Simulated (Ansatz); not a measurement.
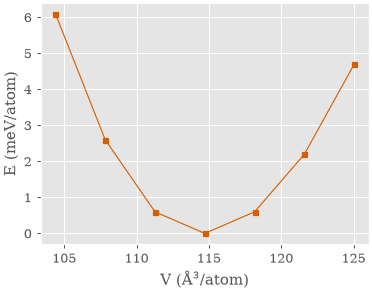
Fig. 1. Cs in space group I4_1/amd (No. 141; Cs on 4b) under volume change, DFT-PBEsol in the program Ansatz with PAW potentials, shape and atoms relaxed at each volume.

What does a third-order Birch–Murnaghan fit give for V₀, B₀ and B′?

V₀ = 114.69 Å³/atom, B₀ = 1.8 GPa, B′ = 3.5.

The first step of the workflow began from a Materials Project structure, measured or hypothetical; the Crystallography Open Database copy checked does not list it. It is not the phase usual at ambient conditions (space group No. 229). The cell was relaxed with PBEsol under the symmetry of its start; whether a distortion lowers the energy is not shown. Scalar-relativistic: spin–orbit coupling is off unless named, which matters more the heavier the elements.

Potentials: the earlier of the program's two PAW sets. The files were generated under PBE; for other functionals the program regenerates the frozen cores, and for LDA and PBEsol the local potential too.
